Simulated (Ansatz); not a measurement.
C₂H₄F₂ (SMILES CC(F)F)

Input

```
crystal:
  periodic: [false, false, false]
  atoms:
    - symbol: C
      position_ang: [0.025745, -0.460928, 0.150442]
    - symbol: C
      position_ang: [-0.470325, 0.849167, 0.671184]
    - symbol: F
      position_ang: [-0.829957, 0.727484, 1.981423]
    - symbol: F
      position_ang: [-1.583456, 1.236095, -0.015905]
    - symbol: H
      position_ang: [0.295108, -0.368348, -0.906162]
    - symbol: H
      position_ang: [0.904407, -0.782920, 0.717724]
    - symbol: H
      position_ang: [-0.764556, -1.211543, 0.255330]
    - symbol: H
      position_ang: [0.256333, 1.669224, 0.605874]
basis:
  gaussian:
    orbitals: def2-TZVPD
hamiltonian:
  xc: pbe0
output:
  forces: true
  orbitals: {seedname: orbitals}
```

Run with:

```sh
ansatz run input.yaml --threads 1 --pin off --max-ram 2610MiB --events-out events.jsonl --progress --plain --runs-dir runs
```

Geometry: PBE0-D3(BJ)/pcseg-1.

Method: isolated molecule in a Gaussian basis; Kohn-Sham density functional theory, functional PBE0 (Ansatz 0.2.0).

Predict the electron density and electron localisation function between the atoms.

C–F (1.36 Å): ρ is about 2.2 e/Å³ halfway, with its minimum of 1.8 e/Å³ about 0.5 Å from C; the ELF peaks at about 0.80 between the atoms, as expected for a polar covalent bond.
C–C (1.49 Å): ρ at the midpoint is about 1.9 e/Å³; the ELF peaks at about 0.95 between the atoms: localised, covalent bonding.
C–H (1.09 Å): the density is about 2 e/Å³ at the midpoint; the ELF climbs to about 1 towards the hydrogen, as it does in any bond to H: an ordinary covalent bond to hydrogen.

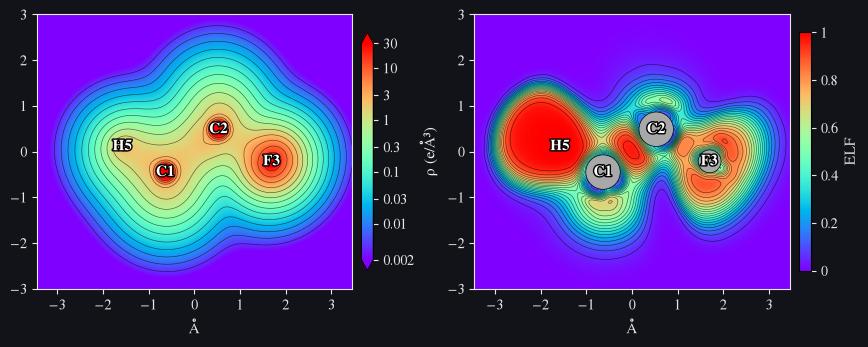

Computed electron density and electron localisation function on the plane of atoms C2, C1 and H5, in this order. Grey discs cover the atomic cores in the ELF map. 
